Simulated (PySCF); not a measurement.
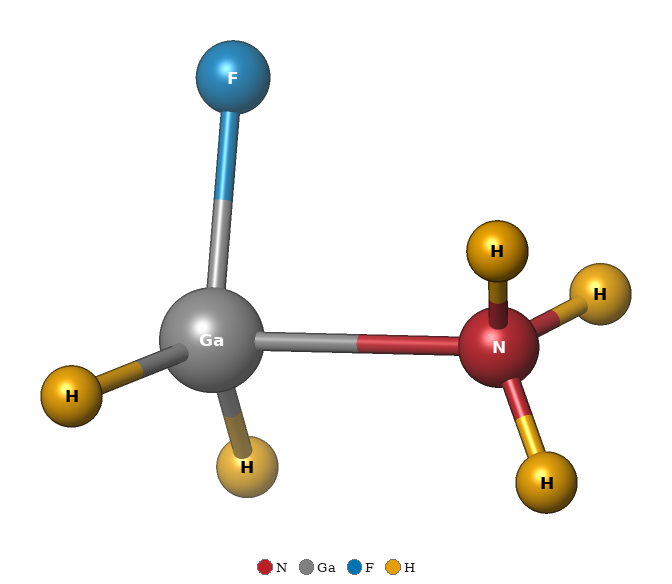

Distant atoms are faded towards the background colour. The geometry was computed by an optimisation with PBE0-D3(BJ)/def2-SVP. No frequency run is at hand to confirm it as a minimum.

Which symmetry elements does this geometry have?

Answer. It has 1 mirror plane, so the point group is Cs. The group has 2 operations. The geometry is achiral, and symmetry allows a dipole moment.
